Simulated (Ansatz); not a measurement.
# C2F3N (cyanotrifluoromethane) at B3LYP/6-31G(d) (Cartesian functions)

What is the electronic atomisation energy of C2F3N (cyanotrifluoromethane) at B3LYP/6-31G* (Cartesian functions)? 

Program for the calculation: Ansatz 0.2.0.

51 further runs of the same task are left out: 12 that didn't finish, 39 set aside as unsound or not needed.

## 1. Starting point

C2F3N has 6 atoms, charge 0, and is taken as a singlet. SMILES: `N#CC(F)(F)F`. The shape is that of a PBE0-D4/def2-TZVP optimisation.

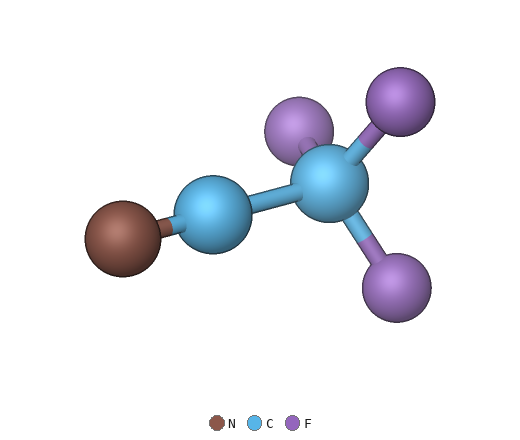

Viewed from a chosen angle; nitrogen brown, carbon blue, fluorine purple.

## 2. The energy at B3LYP/6-31G(d) (Cartesian functions)

Contents of job.yaml:

```yaml
crystal:
  periodic: [false, false, false]
  atoms:
    - {symbol: "N", position_ang: [1.022100, -1.705100, 0.893500]}
    - {symbol: C, position_ang: [0.486200, -0.810600, 0.417800]}
    - {symbol: C, position_ang: [-0.206400, 0.345600, -0.197200]}
    - {symbol: F, position_ang: [-1.316000, -0.055800, -0.802300]}
    - {symbol: F, position_ang: [0.581500, 0.927000, -1.091500]}
    - {symbol: F, position_ang: [-0.525200, 1.234800, 0.733600]}
basis:
  gaussian:
    orbitals: "6-31G*"
hamiltonian:
  xc: {name: B3LYP}
accuracy: high
output:
  orbitals: {seedname: orbitals}
```

Command:

```bash
ansatz run job.yaml --threads 1 --pin off --max-ram 3480MiB --events-out events.jsonl --progress --plain --runs-dir runs
```

The log of the run:

```text
Warning: RAYON_NUM_THREADS=1 ignored (pool sized by the plan → 1); use --threads N
Functional definition: B3LYP
  name "B3LYP"
  parameter a0 = 0.2
  parameter ax = 0.72
  parameter ac = 0.81
  exchange = (1 - a0 - ax)*slater_x + ax*b88_x + a0*exact_x
  correlation = (1 - ac)*vwn_rpa_c + ac*lyp_c
1901 factors; integrals over basis functions are off by at most 2.9e-9 eV
mean field evaluation 1: about -11707.2385 eV, gradient 5.7e1 eV
mean field evaluation 2: about -11689.4812 eV, gradient 1.1e2 eV
mean field evaluation 4: about -11712.8906 eV, gradient 6.2e0 eV
mean field evaluation 8: about -11713.0259 eV, gradient 4.8e-1 eV
mean field evaluation 16: about -11713.0264 eV, gradient 4.4e-6 eV
mean field -11713.02640281 eV, -430.4457809287 hartree, gradient 7.9e-8 eV, S^2 0.000000; 0 other end points of the search recorded, 0 dependent functions left out
reference -11713.02642601 eV, -430.4457817814 hartree; 23, 23 occupied and 67, 67 virtual orbitals, 1901 factors
Total energy: -11713.02642601 eV, -430.4457817814 hartree
```

Run time: 11 s. Hardware: 1 thread of Arm Neoverse N1, shared host; peak memory 0.29 GiB.

## 3. The C atom

Contents of input.yaml:

```yaml
crystal:
  periodic: [false, false, false]
  atoms:
    - symbol: C
      position_ang: [0.000000, 0.000000, 0.000000]
basis:
  gaussian:
    orbitals: "6-31G*"
magnetization:
  spin_polarized: true
  initial_magnetization: 2
hamiltonian:
  xc: {name: B3LYP}
accuracy: high
```

Run the same way, it converges to -37.84628 Eh (log not shown).

## 4. The F atom

Contents of job.yaml:

```yaml
crystal:
  periodic: [false, false, false]
  atoms:
    - symbol: F
      position_ang: [0.000000, 0.000000, 0.000000]
basis:
  gaussian: {orbitals: "6-31G*"}
magnetization: {spin_polarized: true, initial_magnetization: 1}
hamiltonian: {xc: {name: B3LYP}}
accuracy: high
```

Run the same way, it converges to -99.71554 Eh (log not shown).

## 5. The N atom

Contents of input.yaml:

```yaml
crystal:
  periodic: [false, false, false]
  atoms:
    - {symbol: N, position_ang: [0.000000, 0.000000, 0.000000]}
basis:
  gaussian:
    orbitals: "6-31G*"
total_charge: 0
magnetization:
  spin_polarized: true
  initial_magnetization: 3
hamiltonian:
  xc: {name: B3LYP}
accuracy: high
```

Run the same way, it converges to -54.58449 Eh (log not shown).

## 6. Results

At B3LYP/6-31G* (Cartesian functions):

```
                     quantity          value
       molecule: total energy  -430.44578 Eh
        molecule: HOMO energy      -10.48 eV
        molecule: LUMO energy       -0.60 eV
      molecule: HOMO–LUMO gap        9.88 eV
         C atom: total energy   -37.84628 Eh
                 C atom: ⟨S²⟩          2.002
         F atom: total energy   -99.71554 Eh
                 F atom: ⟨S²⟩          0.751
         N atom: total energy   -54.58449 Eh
                 N atom: ⟨S²⟩          3.752
electronic atomisation energy      27.813 eV
```

In words: Taking the molecule apart into free atoms costs 27.81 eV (2684 kJ/mol), before zero-point energy and without spin-orbit coupling.
